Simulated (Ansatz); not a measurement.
H6N3Sc (SMILES [NH2][Sc]([NH2])[NH2])

The calculation's input:

```
crystal:
  periodic: [false, false, false]
  atoms:
    - {symbol: N, position_ang: [-3.201766, -0.069385, -0.549269]}
    - {symbol: N, position_ang: [0.061259, -0.242598, 0.498320]}
    - {symbol: N, position_ang: [-0.660193, -0.108575, -2.853117]}
    - {symbol: Sc, position_ang: [-1.266885, -0.139600, -0.967718]}
    - {symbol: H, position_ang: [-3.626033, -0.080626, 0.376778]}
    - {symbol: H, position_ang: [-3.967301, -0.016454, -1.219281]}
    - {symbol: H, position_ang: [1.074328, -0.284626, 0.399937]}
    - {symbol: H, position_ang: [-0.135105, -0.264934, 1.497668]}
    - {symbol: H, position_ang: [0.302883, -0.141668, -3.183446]}
    - {symbol: H, position_ang: [-1.250379, -0.057606, -3.681875]}
basis:
  gaussian:
    orbitals: def2-TZVPD
magnetization:
  spin_polarized: false
output:
  forces: true
  orbitals: {seedname: orbitals}
hamiltonian:
  xc: pbe0
```

Run with:

```sh
ansatz run input.yaml --threads 2 --pin off --max-ram 5220MiB --events-out events.jsonl --progress --plain --runs-dir runs
```

Geometry: PBE0-D4/def2-SVP.

These are results of isolated molecule in a Gaussian basis; Kohn-Sham density functional theory, functional PBE0 in Ansatz, not measurements.

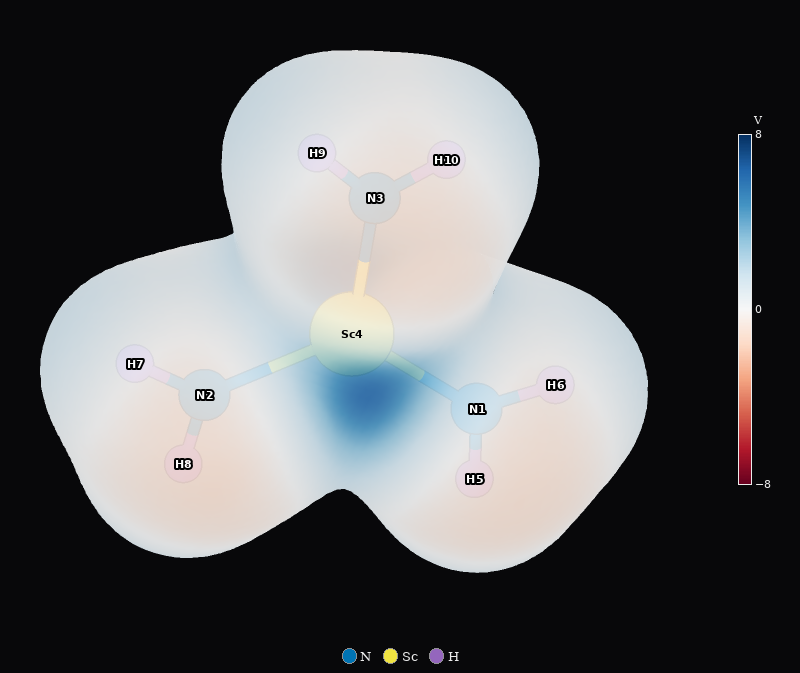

Figure 1. The molecular electrostatic potential painted on the density surface at 0.002 e/bohr³, seen at a tilt; the colour scale runs from red (negative) to blue (positive).

Question: Describe the electrostatic potential map.

Answer: The most negative region (about −1.1 V) lies over N1, N2 and N3, the most positive (about +5.8 V) over Sc4.

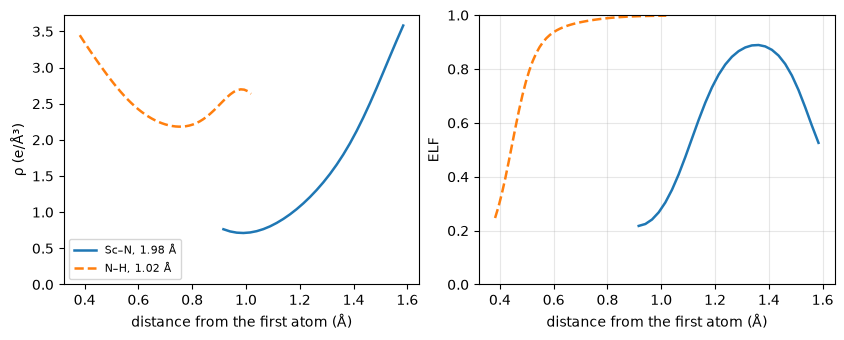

Figure 2. Total electron density and ELF along straight lines between neighbouring atoms. The curves leave out the atomic cores.

Question: Compare the contacts.

Answer: Sc–N (1.98 Å): ρ is about 0.71 e/Å³ halfway; the ELF peaks at about 0.90 in the valence shell of N, 0.6 Å from its nucleus, and is about 0.25 at the midpoint.
N–H (1.02 Å): ρ at the midpoint is about 2.8 e/Å³; the ELF climbs to about 1 towards the hydrogen, as it does in any bond to H; a covalent bond by its length.

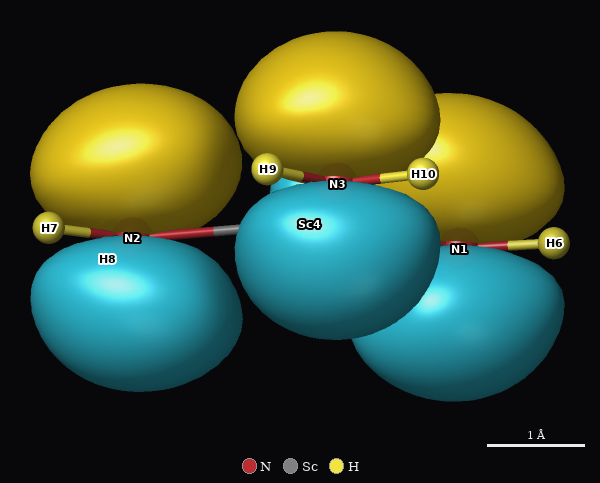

Figure 3. One frontier orbital at ±0.08 Å⁻³ᐟ² (yellow and cyan are the two phases), seen from one side.

Question: Which orbital is it: HOMO or LUMO?

Answer: The HOMO, at −6.69 eV. Its weight (Hirshfeld) is mainly on N1 (about 25 %), N2 (about 25 %), N3 (about 25 %) and Sc4 (about 15 %); it changes sign across the molecular plane (π type); π-antibonding (a node) across N1–Sc4, N2–Sc4 and N3–Sc4.
